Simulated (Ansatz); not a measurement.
## WH$_{4}$OF$_{2}$: geometry relaxation (part 2 of 2)

WH$_{4}$OF$_{2}$; RHF/def2-SVP (Ansatz 0.2.0). The input holds or restrains some coordinates. Forces given for the steps count only the free coordinates. It belongs to a series of runs on one base structure; here: pulled along the bonds that form and break, towards end B.

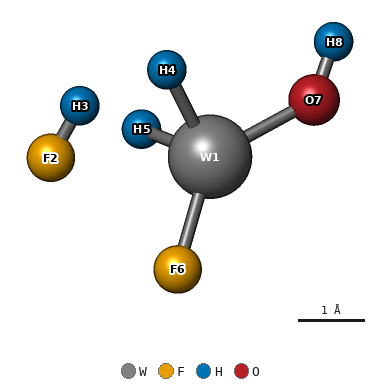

Fig. 1: The geometry at step 14 of the log (ball-and-stick view, seen at a tilt; atoms are numbered from 1 in the order of the input).

Trajectory as extended XYZ, continued:
```
8
Properties=species:S:1:pos:R:3:forces:R:3 step=7 energy=-9312.23767
W    -0.3483   -0.2510   -0.5432   -0.3009  -0.7711  -0.5218
F     1.2673   -0.0449    2.0456    0.6177   0.1553  -0.4907
H     1.8628    0.0802    1.3626   -0.4477  -0.0470   0.8120
H     0.0897    1.2252    0.1055    0.1179   0.0960   0.1159
H    -1.8803    0.2389   -0.0067    0.2521  -0.0053  -0.0356
F     0.1080   -1.8192    0.3747   -0.2002   0.4601  -0.1999
O    -0.1278    0.2775   -2.3204    0.4024   0.3704   0.5304
H     0.4960    0.9557   -2.5757   -0.4414  -0.2585  -0.2104
8
Properties=species:S:1:pos:R:3:forces:R:3 step=8 energy=-9312.32347
W    -0.3048   -0.3149   -0.5763   -0.3165   0.1657  -0.4252
F     1.1972   -0.0297    2.0873    0.2423   0.0060   0.1079
H     1.7975    0.1300    1.4299   -0.0463   0.0712   0.2826
H     0.2269    1.1103    0.1321    0.1252  -0.0632  -0.1287
H    -1.7703    0.2996   -0.0072    0.0997  -0.1212  -0.0577
F     0.1088   -1.8455    0.3953   -0.1021   0.0619  -0.1892
O    -0.1417    0.2756   -2.3404    0.7981   0.8382   0.1843
H     0.3537    1.0371   -2.6784   -0.8003  -0.9585   0.2259
8
Properties=species:S:1:pos:R:3:forces:R:3 step=9 energy=-9312.36027
W    -0.2945   -0.3200   -0.5780   -0.2581   0.0897  -0.4689
F     1.1777   -0.0486    2.1033    0.2182  -0.0084   0.1314
H     1.7653    0.1803    1.4553   -0.0343   0.0829   0.2543
H     0.3052    1.0823    0.1219    0.0900  -0.0176  -0.1155
H    -1.7513    0.3068    0.0000    0.1000  -0.0782  -0.0274
F     0.1044   -1.8613    0.3803   -0.1113   0.0394  -0.1570
O    -0.1456    0.2746   -2.3393    0.6798   0.7578   0.1564
H     0.3062    1.0484   -2.7009   -0.6844  -0.8656   0.2268
8
Properties=species:S:1:pos:R:3:forces:R:3 step=10 energy=-9312.35796 accepted=F
W    -0.2654   -0.3281   -0.5734   -0.1140  -0.0958  -0.3049
F     1.1645   -0.1613    2.1258    1.7874   1.6546  -1.8822
H     1.6825    0.3536    1.5064   -1.6798  -1.5374   2.1507
H     0.4293    1.0596    0.0830    0.1027  -0.0151  -0.0017
H    -1.6934    0.3358    0.0260    0.0497  -0.0209   0.0227
F     0.0746   -1.9113    0.3366   -0.1382   0.0498  -0.1340
O    -0.1370    0.2607   -2.3255    0.4328   0.5647  -0.0203
H     0.2123    1.0535   -2.7366   -0.4406  -0.5998   0.1696
8
Properties=species:S:1:pos:R:3:forces:R:3 step=11 energy=-9312.41224
W    -0.2703   -0.3181   -0.5705   -0.1688  -0.1315  -0.3004
F     1.1626   -0.0884    2.1153    0.6662   0.2813  -0.4717
H     1.7222    0.2633    1.4802   -0.5252  -0.2078   0.7934
H     0.3873    1.0789    0.1007    0.0674  -0.0146  -0.0567
H    -1.7177    0.3072    0.0170    0.0256   0.0328   0.0293
F     0.0733   -1.8970    0.3428   -0.0758   0.0050  -0.0534
O    -0.1255    0.2620   -2.3226    0.4300   0.5544  -0.0400
H     0.2355    1.0545   -2.7205   -0.4193  -0.5197   0.0994
8
Properties=species:S:1:pos:R:3:forces:R:3 step=12 energy=-9312.44975
W    -0.2563   -0.3271   -0.5728   -0.0956  -0.1046  -0.1726
F     1.1727   -0.1426    2.1208    0.8746   0.6992  -0.8088
H     1.6789    0.3430    1.5171   -0.7691  -0.6055   1.0703
H     0.4375    1.0658    0.0804    0.0826  -0.0409  -0.0057
H    -1.6887    0.3252    0.0252    0.0160   0.0223   0.0120
F     0.0485   -1.9190    0.3300   -0.0891  -0.0039  -0.0650
O    -0.0980    0.2498   -2.3197    0.3280   0.5982  -0.1834
H     0.1727    1.0672   -2.7387   -0.3474  -0.5649   0.1533
8
Properties=species:S:1:pos:R:3:forces:R:3 step=13 energy=-9312.49638
W    -0.2294   -0.3315   -0.5757   -0.0940  -0.2148  -0.2630
F     1.2030   -0.1972    2.1191    0.7927   1.1195  -0.8738
H     1.5955    0.4480    1.5754   -0.7175  -1.0390   1.0962
H     0.5282    1.0273    0.0789    0.0920   0.0396   0.0212
H    -1.6516    0.3434    0.0243    0.0367   0.0391   0.0162
F     0.0073   -1.9440    0.3092   -0.0809   0.0408  -0.0702
O    -0.0854    0.2422   -2.3268    0.2333   0.5621  -0.1040
H     0.0997    1.0742   -2.7621   -0.2623  -0.5472   0.1774
8
Properties=species:S:1:pos:R:3:forces:R:3 step=14 energy=-9312.57348
W    -0.1623   -0.3570   -0.5954   -0.1842   0.0220  -0.1815
F     1.1414   -0.1652    2.1626    0.2955   0.3768  -0.2503
H     1.4862    0.5143    1.6579   -0.2616  -0.3703   0.4434
H     0.7075    0.9509    0.0359    0.0640   0.0078   0.0097
H    -1.5370    0.3801    0.0522    0.1010  -0.0166   0.0111
F    -0.0207   -2.0028    0.2454    0.0002  -0.0047   0.0249
O    -0.0862    0.2545   -2.3313    0.0723   0.1394  -0.0671
H    -0.0616    1.0876   -2.7849   -0.0873  -0.1545   0.0097
8
Properties=species:S:1:pos:R:3:forces:R:3 step=15 energy=-9312.61145
W    -0.1021   -0.3387   -0.6233   -0.0225  -0.2329  -0.0248
F     1.0838   -0.2250    2.1899    0.1463   0.3595  -0.1481
H     1.3380    0.5398    1.7643   -0.1102  -0.3035   0.2930
H     0.8289    0.9284    0.0000    0.1108   0.0205   0.0027
H    -1.3848    0.4470    0.1251   -0.0567   0.0246  -0.0175
F     0.0139   -1.9903    0.2169   -0.0174   0.1324  -0.1396
O    -0.1004    0.2482   -2.3713   -0.0348   0.0919   0.0415
H    -0.2099    1.0531   -2.8592   -0.0155  -0.0924  -0.0072
8
Properties=species:S:1:pos:R:3:forces:R:3 step=16 energy=-9312.62850
W    -0.0635   -0.3436   -0.6363   -0.0361  -0.0889  -0.1230
F     1.0093   -0.2151    2.2177    0.0957   0.3061  -0.1228
H     1.2269    0.5758    1.8224   -0.0701  -0.2718   0.2357
H     0.9508    0.8748   -0.0416    0.0987  -0.0099  -0.0059
H    -1.2613    0.5002    0.1894   -0.0532  -0.0086  -0.0227
F     0.0471   -2.0177    0.1507    0.0030   0.0570  -0.0191
O    -0.1515    0.2487   -2.3786   -0.0348   0.0915   0.0498
H    -0.2905    1.0392   -2.8814   -0.0031  -0.0754   0.0080
8
Properties=species:S:1:pos:R:3:forces:R:3 step=17 energy=-9312.62416 accepted=F
W    -0.0380   -0.3209   -0.6353    0.1142  -0.3191  -0.3363
F     0.9797   -0.2241    2.2417    0.0942   0.5286  -0.1929
H     1.1443    0.5990    1.8812   -0.0693  -0.4715   0.2876
H     1.1228    0.8104   -0.1029   -0.1655  -0.0189   0.0516
H    -1.2665    0.4933    0.1812    0.0675   0.1197   0.0635
F     0.0736   -1.9981    0.1428   -0.0048   0.0607   0.0625
O    -0.1914    0.2634   -2.3754   -0.0422   0.1092   0.0506
H    -0.3571    1.0394   -2.8910    0.0058  -0.0087   0.0135
8
Properties=species:S:1:pos:R:3:forces:R:3 step=18 energy=-9312.63640
W    -0.0438   -0.3453   -0.6419   -0.0546  -0.0476  -0.1389
F     0.9827   -0.2086    2.2274    0.0817   0.2983  -0.0909
H     1.1790    0.5914    1.8401   -0.0553  -0.2674   0.2174
H     1.0324    0.8324   -0.0615    0.0130  -0.0248  -0.0250
H    -1.2400    0.5049    0.1852    0.0151   0.0024  -0.0090
F     0.0641   -2.0171    0.1463    0.0128   0.0044   0.0148
O    -0.1825    0.2591   -2.3757    0.0214  -0.0641   0.1264
H    -0.3245    1.0456   -2.8775   -0.0343   0.0986  -0.0948
8
Properties=species:S:1:pos:R:3:forces:R:3 step=19 energy=-9312.64250
W    -0.0249   -0.3552   -0.6514   -0.0090   0.1096  -0.1651
F     0.9335   -0.1964    2.2455    0.0864   0.3006  -0.0844
H     1.1286    0.6064    1.8638   -0.0574  -0.2715   0.2041
H     1.1096    0.7873   -0.0978   -0.0612  -0.0864  -0.0220
H    -1.1872    0.5224    0.2006    0.0485  -0.0250  -0.0217
F     0.0878   -2.0269    0.1349    0.0101  -0.0261   0.0348
O    -0.2084    0.2702   -2.3736   -0.0409   0.1115  -0.0005
H    -0.3717    1.0547   -2.8795    0.0234  -0.1128   0.0549
8
Properties=species:S:1:pos:R:3:forces:R:3 step=20 energy=-9312.64552
W    -0.0072   -0.3655   -0.6635   -0.0305   0.0697  -0.0266
F     0.9014   -0.1845    2.2468    0.0809   0.2937  -0.0594
H     1.0667    0.6269    1.8700   -0.0426  -0.2688   0.1933
H     1.1602    0.7462   -0.1267   -0.0276  -0.0662  -0.0255
H    -1.1243    0.5283    0.2279    0.0155  -0.0049  -0.0410
F     0.1000   -2.0342    0.1294    0.0264  -0.0521   0.0090
O    -0.2341    0.2789   -2.3706   -0.0350   0.1101  -0.0695
H    -0.3954    1.0663   -2.8710    0.0129  -0.0816   0.0196
8
Properties=species:S:1:pos:R:3:forces:R:3 step=21 energy=-9312.64856
W     0.0124   -0.3725   -0.6709   -0.0309   0.0894  -0.1270
F     0.8577   -0.1758    2.2581    0.0802   0.3289  -0.0589
H     0.9992    0.6433    1.8880   -0.0383  -0.3027   0.1997
H     1.2365    0.6894   -0.1636   -0.0496  -0.0564  -0.0145
H    -1.0649    0.5530    0.2375    0.0258  -0.0094  -0.0239
F     0.1320   -2.0406    0.1224    0.0180  -0.0447   0.0096
O    -0.2693    0.2904   -2.3645   -0.0126   0.0183   0.0290
H    -0.4362    1.0752   -2.8645    0.0074  -0.0235  -0.0140
```

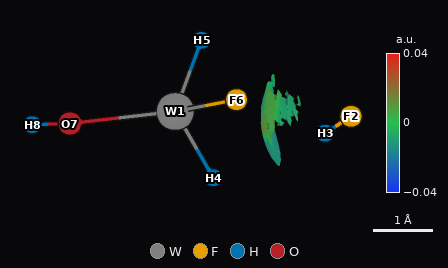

Fig. 2: Non-covalent interaction (NCI) plot: the surface where the reduced density gradient is 0.5, for densities under 0.05 a.u., coloured by sign(λ₂)ρ; seen from the side.

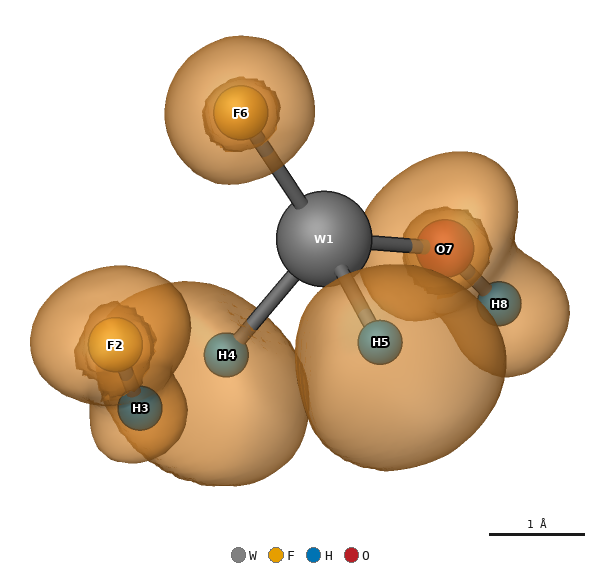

Fig. 3: Isosurface of the electron localisation function at 0.75 (orange), seen at an oblique angle. Core shells and regions of very low density are left out. Profiles from the grid: W1···F2 (3.05 Å): the ELF is only about 0 between them. W–O (1.84 Å): the ELF peaks at about 0.85 in the valence shell of O, 0.5 Å from its nucleus, and drops to about 0.20 between the two atoms.

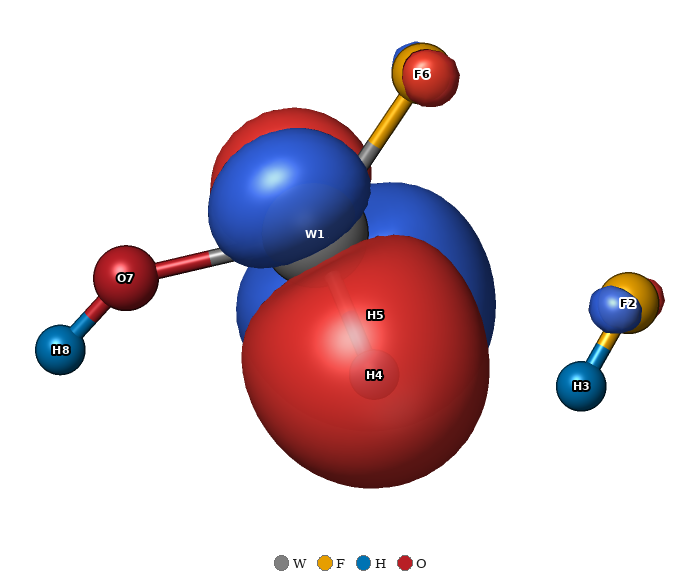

Fig. 4: The HOMO−1 at ±0.1 Å⁻³ᐟ² (red and blue are the two phases), seen face on. By Hirshfeld shares it lies mainly on W1 (45 %), H5 (30 %) and H4 (25 %). Its energy is −12.30 eV.

This output came from the following input.

The input:
```yaml
crystal:
  periodic: [false, false, false]
  atoms:
    - { symbol: W, position_ang: [0.0, 0.0, 0.0] }
    - { symbol: F, position_ang: [0.9293, 0.0, 1.8273] }
    - { symbol: H, position_ang: [1.7303, 0.0, 0.8322] }
    - { symbol: H, position_ang: [0.0, 1.72, 0.0] }
    - { symbol: H, position_ang: [-1.72, 0.0, 0.0] }
    - { symbol: F, position_ang: [0.0, -1.85, 0.0] }
    - { symbol: O, position_ang: [0.0, 0.0, -1.94] }
    - { symbol: H, position_ang: [0.5278, 0.7924, -2.2771] }
basis:
  gaussian: { orbitals: def2-SVP }
hamiltonian:
  xc: hf
relax:
  f_tol: 0.15
  max_steps: 25
  restrain:
    - { distance: [1, 2], at: 0.92, k: 30.0 }
    - { distance: [0, 1], at: 3.05, k: 30.0 }
    - { distance: [0, 2], at: 2.92, k: 30.0 }
output:
  orbitals: {}
```

Command:
```bash
ansatz run input.yaml --threads 1 --pin off --max-ram 2048MiB --backend cpu --events-out ev --progress --plain --runs-dir out
```

Summary:

| quantity | value |
| --- | --- |
| outcome | converged under the restraints of the input |
| total energy | −9312.6486 eV |
| mean-field energy | −9312.6486 eV |
| largest force (length of the vector) at the end, held atoms and coordinates included | 0.365 eV/Å |
| hardware | 1 thread of Arm Neoverse V2, 24 GiB of memory available, shared host |
| wall time | 45 s |
| peak memory | 0.2 GiB |
